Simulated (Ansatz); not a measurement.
How far to go with the k-point mesh at a smearing width of 0.3 eV: Nb (Im-3m, 1 atom in the cell)

```
Nb
1.0
   -1.65825     1.65825     1.65825
    1.65825    -1.65825     1.65825
    1.65825     1.65825    -1.65825
Nb
1
Cartesian
  0.00000   0.00000   0.00000
```

Computed with PBE, PAW files (plane waves; Ansatz, a first-principles code).

Base settings: basis.ecutwfc = 420 eV; kpoints.mp_grid.grid = 14 14 14; hamiltonian.xc = pbe; hamiltonian.pseudopotentials = {kind: paw} (the program's default PAW files); scf.occupations.method = fermi_dirac; scf.occupations.width = 0.1 eV.

In this ladder: scf.occupations.width = 0.3 eV.

Only quantities that move along the ladder and can be compared are tabulated.

The count of work is k-points × plane waves × bands × iterations; it is no time. 

The starting cell has typed, rounded lattice constants, without a prior relaxation at this level. Its lattice was rescaled by up to half a per cent. Spin polarisation is off. Ansatz's pressure includes its estimate of the finite-basis (Pulay) stress.

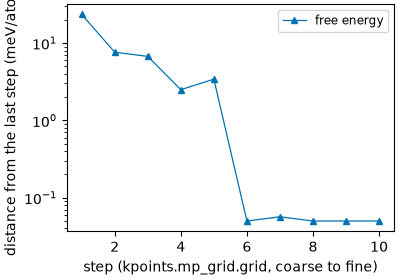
Fig. 1. Distance from the last step along the ladder; very small values are drawn at a floor.

| kpoints.mp_grid.grid | free energy less the last step's (meV/atom) | pressure (GPa) | count of work / last |
|---|---|---|---|
| 5 5 5 | 23.45 | 1.06 | 0.010 |
| 6 6 6 | 7.62 | 0.48 | 0.017 |
| 7 7 7 | -6.72 | 0.89 | 0.021 |
| 9 9 9 | 2.49 | 0.83 | 0.036 |
| 10 10 10 | 3.41 | 1.02 | 0.049 |
| 13 13 13 | 0.02 | 0.84 | 0.087 |
| 15 15 15 | 0.06 | 0.85 | 0.12 |
| 18 18 18 | 0.01 | 0.85 | 0.20 |
| 22 22 22 | -0.01 | 0.85 | 0.34 |
| 27 27 27 | 0.00 | 0.85 | 0.58 |
| 33 33 33 | 0.00 | 0.85 | 1.0 |

Coarsest kpoints.mp_grid.grid that holds the pressure within 0.05 GPa of the last step, with all finer ones: 13 13 13, at 0.087 of the last step's count of work; the step before is off by 0.17 GPa.

Coarsest kpoints.mp_grid.grid that holds the free energy within 1 meV/atom of the last step, with all finer ones: 13 13 13, at 0.087 of the last step's count of work; the step before is off by 3.4 meV/atom.

Keys are those of Ansatz 0.2.
